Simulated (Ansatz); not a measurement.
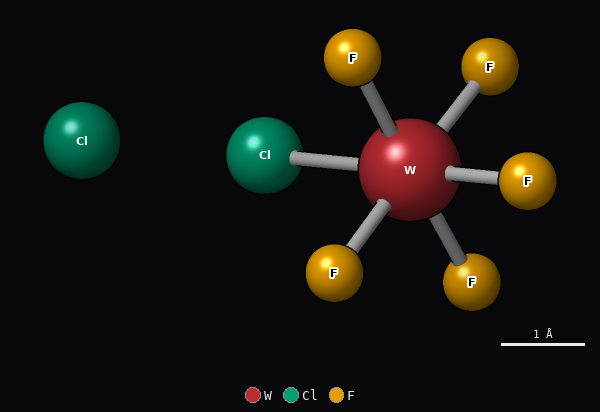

Fig. 1: The input geometry (ball-and-stick view, seen at a tilt). Sticks mark near contacts.

# WCl$_{2}$F$_{5}$: molecular dynamics (part 1 of 3)

System: WCl$_{2}$F$_{5}$, multiplicity 2.
Method: UKS PBE/def2-SVP (Ansatz 0.2.0).

It belongs to a series of runs on one base structure; here: dynamics from the highest image of the converged band.

## Input
```yaml
crystal:
  periodic: [false, false, false]
  atoms:
    - { symbol: W, position_ang: [0.001481, 0.001484, 0.032934] }
    - { symbol: Cl, position_ang: [0.007633, 0.007646, 2.33963] }
    - { symbol: F, position_ang: [1.864059, 0.000845, -0.005869] }
    - { symbol: F, position_ang: [0.000843, 1.864062, -0.005875] }
    - { symbol: F, position_ang: [-1.861291, 0.000847, 0.002827] }
    - { symbol: F, position_ang: [0.000847, -1.861289, 0.002832] }
    - { symbol: F, position_ang: [-0.002658, -0.002661, -1.8335] }
    - { symbol: Cl, position_ang: [-0.010914, -0.010935, 5.237016] }
magnetization:
  spin_polarized: true
  initial_magnetization: 1
basis:
  gaussian: { orbitals: def2-SVP }
hamiltonian:
  xc: pbe
md:
  timestep: 0.5
  n_steps: 200
  ensemble: nve
  temperature: 100.0
  initial_velocities: maxwell_boltzmann
  seed: 8973
```

Machine: 4 threads of Arm Neoverse V2, 24 GiB of memory available, shared host.

Run as:
```bash
ansatz run input.yaml --threads 4 --pin off --max-ram 5120MiB --backend cpu --events-out ev --progress --plain --runs-dir out
```

## The program's output
```
Engine: ansatz 0.2.0, aarch64-unknown-linux-gnu
Functional definition: PBE
  parameter kappa = 0.804
  parameter beta = 0.06672455060314922
  exchange = pbe_x(kappa = kappa, mu = beta*pi^2/3)
  correlation = pbe_c(beta = beta)
1437 factors; their error is unknown
mean field evaluation 1: about -40409.1937 eV, gradient 5.8e1 eV
mean field evaluation 2: about -40121.9999 eV, gradient 2.2e2 eV
mean field evaluation 4: about -40417.1776 eV, gradient 3.1e1 eV
mean field evaluation 8: about -40421.5257 eV, gradient 5.0e-1 eV
mean field evaluation 16: about -40421.4411 eV, gradient 2.0e-2 eV
mean field evaluation 32: about -40421.4411 eV, gradient 2.6e-6 eV
mean field evaluation 64: about -40421.3815 eV, gradient 3.0e-1 eV
mean field evaluation 96: about -40421.4241 eV, gradient 5.0e-1 eV
mean field -40421.44105602 eV, -1485.4605601720 hartree, gradient 2.6e-6 eV, S^2 0.751613; 6 other end points of the search recorded, 0 dependent functions left out
the calculation of the forces begins
reference -40421.44112821 eV, -1485.4605628250 hartree; 47, 46 occupied and 91, 92 virtual orbitals, 1437 factors
md step     0: t =     0.00 fs  T =   100.0 K  F+E_penalty+E_count = -40421.44105602 eV  E_kin = 0.077556 eV  conserved = -40421.36350002 eV  (236 SCF iters)
these checks for a lower state are left out or cut short: starts, cluster_reference, orbital_swaps, neighbouring_geometries, increment
1437 factors; their error is unknown
mean field -40421.44099616 eV, -1485.4605579722 hartree, gradient 9.2e-6 eV, S^2 0.751610; 0 other end points of the search recorded, 0 dependent functions left out
the calculation of the forces begins
reference -40421.44106835 eV, -1485.4605606251 hartree; 47, 46 occupied and 91, 92 virtual orbitals, 1437 factors
md step     1: t =     0.50 fs  T =    99.9 K  F+E_penalty+E_count = -40421.44099616 eV  E_kin = 0.077496 eV  conserved = -40421.36350003 eV  (50 SCF iters)
[... from here on the SCF iterations and repeated set-up lines of each step are left out, up to the last step ...]
md step     2: t =     1.00 fs  T =    99.7 K  F+E_penalty+E_count = -40421.44081386 eV  E_kin = 0.077314 eV  conserved = -40421.36349994 eV  (45 SCF iters)
md step     3: t =     1.50 fs  T =    99.3 K  F+E_penalty+E_count = -40421.44051087 eV  E_kin = 0.077011 eV  conserved = -40421.36349974 eV  (50 SCF iters)
md step     4: t =     2.00 fs  T =    98.8 K  F+E_penalty+E_count = -40421.44009065 eV  E_kin = 0.076591 eV  conserved = -40421.36349943 eV  (50 SCF iters)
md step     5: t =     2.50 fs  T =    98.1 K  F+E_penalty+E_count = -40421.43955837 eV  E_kin = 0.076059 eV  conserved = -40421.36349902 eV  (52 SCF iters)
md step     6: t =     3.00 fs  T =    97.2 K  F+E_penalty+E_count = -40421.43892079 eV  E_kin = 0.075422 eV  conserved = -40421.36349851 eV  (53 SCF iters)
md step     7: t =     3.50 fs  T =    96.3 K  F+E_penalty+E_count = -40421.43818624 eV  E_kin = 0.074688 eV  conserved = -40421.36349791 eV  (53 SCF iters)
md step     8: t =     4.00 fs  T =    95.2 K  F+E_penalty+E_count = -40421.43736445 eV  E_kin = 0.073867 eV  conserved = -40421.36349723 eV  (57 SCF iters)
md step     9: t =     4.50 fs  T =    94.1 K  F+E_penalty+E_count = -40421.43646645 eV  E_kin = 0.072970 eV  conserved = -40421.36349653 eV  (58 SCF iters)
md step    10: t =     5.00 fs  T =    92.8 K  F+E_penalty+E_count = -40421.43550423 eV  E_kin = 0.072009 eV  conserved = -40421.36349573 eV  (60 SCF iters)
md step    11: t =     5.50 fs  T =    91.5 K  F+E_penalty+E_count = -40421.43449081 eV  E_kin = 0.070996 eV  conserved = -40421.36349489 eV  (59 SCF iters)
md step    12: t =     6.00 fs  T =    90.2 K  F+E_penalty+E_count = -40421.43343994 eV  E_kin = 0.069946 eV  conserved = -40421.36349417 eV  (79 SCF iters)
md step    13: t =     6.50 fs  T =    88.8 K  F+E_penalty+E_count = -40421.43236536 eV  E_kin = 0.068872 eV  conserved = -40421.36349329 eV  (57 SCF iters)
md step    14: t =     7.00 fs  T =    87.4 K  F+E_penalty+E_count = -40421.43128140 eV  E_kin = 0.067789 eV  conserved = -40421.36349242 eV  (58 SCF iters)
md step    15: t =     7.50 fs  T =    86.0 K  F+E_penalty+E_count = -40421.43020211 eV  E_kin = 0.066711 eV  conserved = -40421.36349156 eV  (68 SCF iters)
md step    16: t =     8.00 fs  T =    84.6 K  F+E_penalty+E_count = -40421.42914120 eV  E_kin = 0.065650 eV  conserved = -40421.36349075 eV  (71 SCF iters)
md step    17: t =     8.50 fs  T =    83.3 K  F+E_penalty+E_count = -40421.42811169 eV  E_kin = 0.064622 eV  conserved = -40421.36348999 eV  (70 SCF iters)
md step    18: t =     9.00 fs  T =    82.1 K  F+E_penalty+E_count = -40421.42712574 eV  E_kin = 0.063636 eV  conserved = -40421.36348930 eV  (57 SCF iters)
md step    19: t =     9.50 fs  T =    80.9 K  F+E_penalty+E_count = -40421.42619435 eV  E_kin = 0.062706 eV  conserved = -40421.36348870 eV  (68 SCF iters)
md step    20: t =    10.00 fs  T =    79.7 K  F+E_penalty+E_count = -40421.42532718 eV  E_kin = 0.061839 eV  conserved = -40421.36348820 eV  (71 SCF iters)
md step    21: t =    10.50 fs  T =    78.7 K  F+E_penalty+E_count = -40421.42453235 eV  E_kin = 0.061045 eV  conserved = -40421.36348780 eV  (69 SCF iters)
md step    22: t =    11.00 fs  T =    77.8 K  F+E_penalty+E_count = -40421.42381629 eV  E_kin = 0.060329 eV  conserved = -40421.36348751 eV  (71 SCF iters)
md step    23: t =    11.50 fs  T =    77.0 K  F+E_penalty+E_count = -40421.42318360 eV  E_kin = 0.059696 eV  conserved = -40421.36348734 eV  (58 SCF iters)
md step    24: t =    12.00 fs  T =    76.3 K  F+E_penalty+E_count = -40421.42263700 eV  E_kin = 0.059150 eV  conserved = -40421.36348729 eV  (59 SCF iters)
md step    25: t =    12.50 fs  T =    75.7 K  F+E_penalty+E_count = -40421.42217727 eV  E_kin = 0.058690 eV  conserved = -40421.36348737 eV  (60 SCF iters)
md step    26: t =    13.00 fs  T =    75.2 K  F+E_penalty+E_count = -40421.42180327 eV  E_kin = 0.058316 eV  conserved = -40421.36348756 eV  (68 SCF iters)
md step    27: t =    13.50 fs  T =    74.8 K  F+E_penalty+E_count = -40421.42151196 eV  E_kin = 0.058024 eV  conserved = -40421.36348786 eV  (68 SCF iters)
md step    28: t =    14.00 fs  T =    74.5 K  F+E_penalty+E_count = -40421.42129852 eV  E_kin = 0.057810 eV  conserved = -40421.36348827 eV  (68 SCF iters)
md step    29: t =    14.50 fs  T =    74.4 K  F+E_penalty+E_count = -40421.42115643 eV  E_kin = 0.057668 eV  conserved = -40421.36348878 eV  (67 SCF iters)
md step    30: t =    15.00 fs  T =    74.3 K  F+E_penalty+E_count = -40421.42107768 eV  E_kin = 0.057588 eV  conserved = -40421.36348936 eV  (70 SCF iters)
md step    31: t =    15.50 fs  T =    74.2 K  F+E_penalty+E_count = -40421.42105293 eV  E_kin = 0.057563 eV  conserved = -40421.36349002 eV  (69 SCF iters)
md step    32: t =    16.00 fs  T =    74.2 K  F+E_penalty+E_count = -40421.42107173 eV  E_kin = 0.057581 eV  conserved = -40421.36349073 eV  (70 SCF iters)
md step    33: t =    16.50 fs  T =    74.3 K  F+E_penalty+E_count = -40421.42112278 eV  E_kin = 0.057631 eV  conserved = -40421.36349147 eV  (72 SCF iters)
md step    34: t =    17.00 fs  T =    74.4 K  F+E_penalty+E_count = -40421.42119414 eV  E_kin = 0.057702 eV  conserved = -40421.36349224 eV  (72 SCF iters)
md step    35: t =    17.50 fs  T =    74.5 K  F+E_penalty+E_count = -40421.42127352 eV  E_kin = 0.057781 eV  conserved = -40421.36349301 eV  (72 SCF iters)
md step    36: t =    18.00 fs  T =    74.6 K  F+E_penalty+E_count = -40421.42134855 eV  E_kin = 0.057855 eV  conserved = -40421.36349377 eV  (72 SCF iters)
md step    37: t =    18.50 fs  T =    74.7 K  F+E_penalty+E_count = -40421.42140701 eV  E_kin = 0.057913 eV  conserved = -40421.36349451 eV  (72 SCF iters)
md step    38: t =    19.00 fs  T =    74.7 K  F+E_penalty+E_count = -40421.42143710 eV  E_kin = 0.057942 eV  conserved = -40421.36349519 eV  (73 SCF iters)
md step    39: t =    19.50 fs  T =    74.7 K  F+E_penalty+E_count = -40421.42142767 eV  E_kin = 0.057932 eV  conserved = -40421.36349583 eV  (72 SCF iters)
md step    40: t =    20.00 fs  T =    74.6 K  F+E_penalty+E_count = -40421.42136845 eV  E_kin = 0.057872 eV  conserved = -40421.36349640 eV  (72 SCF iters)
md step    41: t =    20.50 fs  T =    74.5 K  F+E_penalty+E_count = -40421.42125020 eV  E_kin = 0.057753 eV  conserved = -40421.36349689 eV  (72 SCF iters)
md step    42: t =    21.00 fs  T =    74.2 K  F+E_penalty+E_count = -40421.42106493 eV  E_kin = 0.057568 eV  conserved = -40421.36349729 eV  (71 SCF iters)
md step    43: t =    21.50 fs  T =    73.9 K  F+E_penalty+E_count = -40421.42080601 eV  E_kin = 0.057308 eV  conserved = -40421.36349760 eV  (73 SCF iters)
md step    44: t =    22.00 fs  T =    73.5 K  F+E_penalty+E_count = -40421.42046827 eV  E_kin = 0.056970 eV  conserved = -40421.36349782 eV  (73 SCF iters)
md step    45: t =    22.50 fs  T =    72.9 K  F+E_penalty+E_count = -40421.42004811 eV  E_kin = 0.056550 eV  conserved = -40421.36349793 eV  (73 SCF iters)
md step    46: t =    23.00 fs  T =    72.3 K  F+E_penalty+E_count = -40421.41954351 eV  E_kin = 0.056046 eV  conserved = -40421.36349794 eV  (73 SCF iters)
md step    47: t =    23.50 fs  T =    71.5 K  F+E_penalty+E_count = -40421.41895407 eV  E_kin = 0.055456 eV  conserved = -40421.36349785 eV  (74 SCF iters)
md step    48: t =    24.00 fs  T =    70.6 K  F+E_penalty+E_count = -40421.41828098 eV  E_kin = 0.054783 eV  conserved = -40421.36349767 eV  (85 SCF iters)
md step    49: t =    24.50 fs  T =    69.7 K  F+E_penalty+E_count = -40421.41752699 eV  E_kin = 0.054030 eV  conserved = -40421.36349739 eV  (87 SCF iters)
md step    50: t =    25.00 fs  T =    68.6 K  F+E_penalty+E_count = -40421.41669634 eV  E_kin = 0.053199 eV  conserved = -40421.36349702 eV  (85 SCF iters)
md step    51: t =    25.50 fs  T =    67.4 K  F+E_penalty+E_count = -40421.41579465 eV  E_kin = 0.052298 eV  conserved = -40421.36349658 eV  (66 SCF iters)
md step    52: t =    26.00 fs  T =    66.2 K  F+E_penalty+E_count = -40421.41482875 eV  E_kin = 0.051333 eV  conserved = -40421.36349597 eV  (69 SCF iters)
md step    53: t =    26.50 fs  T =    64.9 K  F+E_penalty+E_count = -40421.41380677 eV  E_kin = 0.050311 eV  conserved = -40421.36349527 eV  (67 SCF iters)
md step    54: t =    27.00 fs  T =    63.5 K  F+E_penalty+E_count = -40421.41273793 eV  E_kin = 0.049243 eV  conserved = -40421.36349464 eV  (68 SCF iters)
md step    55: t =    27.50 fs  T =    62.1 K  F+E_penalty+E_count = -40421.41163204 eV  E_kin = 0.048138 eV  conserved = -40421.36349397 eV  (67 SCF iters)
md step    56: t =    28.00 fs  T =    60.6 K  F+E_penalty+E_count = -40421.41049970 eV  E_kin = 0.047006 eV  conserved = -40421.36349326 eV  (66 SCF iters)
md step    57: t =    28.50 fs  T =    59.1 K  F+E_penalty+E_count = -40421.40935205 eV  E_kin = 0.045860 eV  conserved = -40421.36349253 eV  (67 SCF iters)
md step    58: t =    29.00 fs  T =    57.6 K  F+E_penalty+E_count = -40421.40820064 eV  E_kin = 0.044709 eV  conserved = -40421.36349188 eV  (68 SCF iters)
md step    59: t =    29.50 fs  T =    56.2 K  F+E_penalty+E_count = -40421.40705693 eV  E_kin = 0.043566 eV  conserved = -40421.36349115 eV  (68 SCF iters)
md step    60: t =    30.00 fs  T =    54.7 K  F+E_penalty+E_count = -40421.40593262 eV  E_kin = 0.042442 eV  conserved = -40421.36349043 eV  (68 SCF iters)
md step    61: t =    30.50 fs  T =    53.3 K  F+E_penalty+E_count = -40421.40483918 eV  E_kin = 0.041349 eV  conserved = -40421.36348973 eV  (67 SCF iters)
md step    62: t =    31.00 fs  T =    52.0 K  F+E_penalty+E_count = -40421.40378769 eV  E_kin = 0.040299 eV  conserved = -40421.36348907 eV  (68 SCF iters)
md step    63: t =    31.50 fs  T =    50.7 K  F+E_penalty+E_count = -40421.40278878 eV  E_kin = 0.039300 eV  conserved = -40421.36348844 eV  (68 SCF iters)
md step    64: t =    32.00 fs  T =    49.5 K  F+E_penalty+E_count = -40421.40185242 eV  E_kin = 0.038365 eV  conserved = -40421.36348786 eV  (68 SCF iters)
md step    65: t =    32.50 fs  T =    48.4 K  F+E_penalty+E_count = -40421.40098781 eV  E_kin = 0.037500 eV  conserved = -40421.36348734 eV  (68 SCF iters)
md step    66: t =    33.00 fs  T =    47.3 K  F+E_penalty+E_count = -40421.40020326 eV  E_kin = 0.036716 eV  conserved = -40421.36348689 eV  (69 SCF iters)
md step    67: t =    33.50 fs  T =    46.4 K  F+E_penalty+E_count = -40421.39950607 eV  E_kin = 0.036020 eV  conserved = -40421.36348650 eV  (68 SCF iters)
md step    68: t =    34.00 fs  T =    45.7 K  F+E_penalty+E_count = -40421.39890246 eV  E_kin = 0.035416 eV  conserved = -40421.36348618 eV  (262 SCF iters)
md step    69: t =    34.50 fs  T =    45.0 K  F+E_penalty+E_count = -40421.39839746 eV  E_kin = 0.034912 eV  conserved = -40421.36348594 eV  (68 SCF iters)
md step    70: t =    35.00 fs  T =    44.5 K  F+E_penalty+E_count = -40421.39799488 eV  E_kin = 0.034509 eV  conserved = -40421.36348579 eV  (52 SCF iters)
md step    71: t =    35.50 fs  T =    44.1 K  F+E_penalty+E_count = -40421.39769724 eV  E_kin = 0.034212 eV  conserved = -40421.36348571 eV  (53 SCF iters)
md step    72: t =    36.00 fs  T =    43.9 K  F+E_penalty+E_count = -40421.39750575 eV  E_kin = 0.034020 eV  conserved = -40421.36348572 eV  (53 SCF iters)
md step    73: t =    36.50 fs  T =    43.8 K  F+E_penalty+E_count = -40421.39742030 eV  E_kin = 0.033934 eV  conserved = -40421.36348580 eV  (54 SCF iters)
md step    74: t =    37.00 fs  T =    43.8 K  F+E_penalty+E_count = -40421.39743944 eV  E_kin = 0.033953 eV  conserved = -40421.36348597 eV  (52 SCF iters)
md step    75: t =    37.50 fs  T =    43.9 K  F+E_penalty+E_count = -40421.39756045 eV  E_kin = 0.034074 eV  conserved = -40421.36348622 eV  (68 SCF iters)
md step    76: t =    38.00 fs  T =    44.2 K  F+E_penalty+E_count = -40421.39777932 eV  E_kin = 0.034293 eV  conserved = -40421.36348655 eV  (68 SCF iters)
md step    77: t =    38.50 fs  T =    44.6 K  F+E_penalty+E_count = -40421.39809084 eV  E_kin = 0.034604 eV  conserved = -40421.36348695 eV  (69 SCF iters)
md step    78: t =    39.00 fs  T =    45.1 K  F+E_penalty+E_count = -40421.39848865 eV  E_kin = 0.035001 eV  conserved = -40421.36348741 eV  (68 SCF iters)
md step    79: t =    39.50 fs  T =    45.7 K  F+E_penalty+E_count = -40421.39896533 eV  E_kin = 0.035477 eV  conserved = -40421.36348794 eV  (68 SCF iters)
md step    80: t =    40.00 fs  T =    46.4 K  F+E_penalty+E_count = -40421.39951251 eV  E_kin = 0.036024 eV  conserved = -40421.36348852 eV  (68 SCF iters)
md step    81: t =    40.50 fs  T =    47.2 K  F+E_penalty+E_count = -40421.40012096 eV  E_kin = 0.036632 eV  conserved = -40421.36348914 eV  (68 SCF iters)
md step    82: t =    41.00 fs  T =    48.1 K  F+E_penalty+E_count = -40421.40078073 eV  E_kin = 0.037291 eV  conserved = -40421.36348980 eV  (67 SCF iters)
md step    83: t =    41.50 fs  T =    49.0 K  F+E_penalty+E_count = -40421.40148127 eV  E_kin = 0.037991 eV  conserved = -40421.36349049 eV  (67 SCF iters)
md step    84: t =    42.00 fs  T =    49.9 K  F+E_penalty+E_count = -40421.40221159 eV  E_kin = 0.038720 eV  conserved = -40421.36349120 eV  (68 SCF iters)
md step    85: t =    42.50 fs  T =    50.9 K  F+E_penalty+E_count = -40421.40296042 eV  E_kin = 0.039469 eV  conserved = -40421.36349192 eV  (68 SCF iters)
md step    86: t =    43.00 fs  T =    51.9 K  F+E_penalty+E_count = -40421.40371627 eV  E_kin = 0.040224 eV  conserved = -40421.36349255 eV  (68 SCF iters)
md step    87: t =    43.50 fs  T =    52.8 K  F+E_penalty+E_count = -40421.40446795 eV  E_kin = 0.040975 eV  conserved = -40421.36349326 eV  (68 SCF iters)
md step    88: t =    44.00 fs  T =    53.8 K  F+E_penalty+E_count = -40421.40520420 eV  E_kin = 0.041710 eV  conserved = -40421.36349394 eV  (67 SCF iters)
md step    89: t =    44.50 fs  T =    54.7 K  F+E_penalty+E_count = -40421.40591425 eV  E_kin = 0.042420 eV  conserved = -40421.36349459 eV  (68 SCF iters)
```
